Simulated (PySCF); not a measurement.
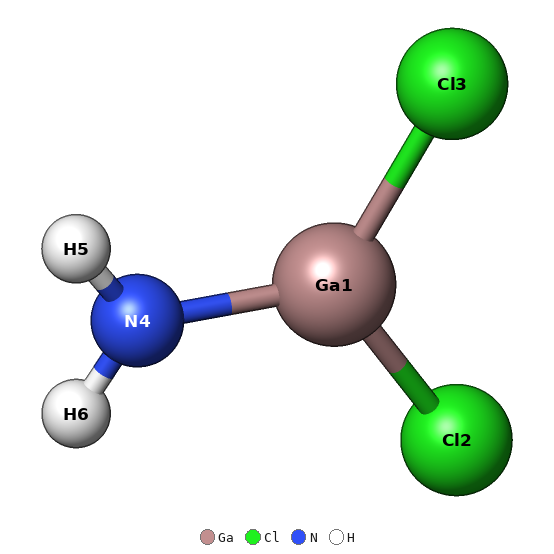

The geometry was computed by an optimisation with PBE0-D3(BJ)/def2-SVP. No frequency run is at hand to confirm it as a minimum. Level of theory: delta-SCF UKS SCAN, pcX-2 on the ionised atom (unc-x2c-TZVPall on a metal), pcseg-1 elsewhere, spin-free X2C (PySCF 2.14.0).

Give the core-electron binding energies (to vacuum; p and d levels without spin–orbit splitting) of Cl2 1s, Cl2 2p, N4 1s.

| atom | level | binding energy (eV) |
| --- | --- | --- |
| Cl2 | 1s | 2828.5 |
| Cl2 | 2p | 206.5 |
| N4 | 1s | 405.1 |
